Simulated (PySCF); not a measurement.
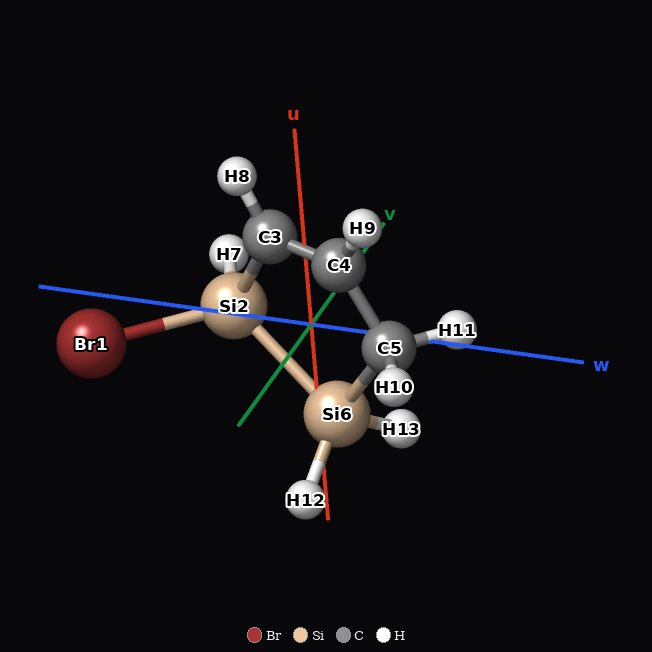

The lines u, v and w are the principal axes of the static dipole polarisability. Computed geometry: GFN2-xTB optimisation. No frequency run is at hand to confirm it as a minimum. Method: CAM-B3LYP/def2-SVPD (PySCF 2.14.0).

### Along which axis is the molecule most polarisable, and along which least?

Most along w (close to the long direction Br1···C5), least along v.

### Give the three principal values.

u 102.9, v 88.3, w 132.5 bohr³; mean 107.9, anisotropy 39.0 bohr³.

The geometry is semi-empirical. Around Br, Si such bond lengths and angles can be off by a tenth of an ångström or more and by several degrees, and values that hang on the shape move with them.
